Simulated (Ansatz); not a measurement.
```
W S
1.0
     5.05285    0.00000    0.00000
     0.00000    5.05285    0.00000
     0.00000    0.00000    5.05285
W S
4 4
Direct
  0.00000 0.00000 0.00000
  0.50000 0.50000 0.00000
  0.50000 0.00000 0.50000
  0.00000 0.50000 0.50000
  0.50000 0.00000 0.00000
  0.00000 0.50000 0.00000
  0.00000 0.00000 0.50000
  0.50000 0.50000 0.50000
```

Space group Fm-3m; started from the rock salt prototype, which need not be the ambient phase; computed pressure about −10 GPa in this cell; the program warned that a starting moment wasn't kept; spin-polarised, but the moments vanished.

The calculation used DFT PBE, scalar-relativistic, plane waves, PAW in Ansatz.

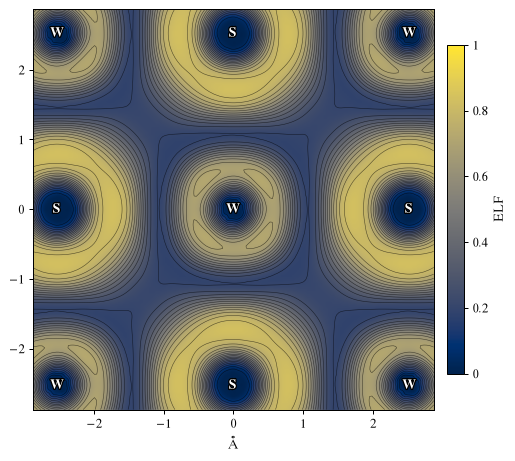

WS. Electron localisation function on the (010) plane of the conventional cell.

In a PAW calculation such maps are meaningful between the atoms, not at the nuclei.

Question: What do the fields say about this system?

Answer:
- Atoms in the plane: W and S.
- W–S (2.53 Å): the ELF peaks at about 0.85 in the valence shell of S, 0.8 Å from its nucleus, and is about 0.35 at the midpoint.
- The features right at W lie inside the PAW spheres, where the map follows smoothed inner orbitals and isn't to be read closely.
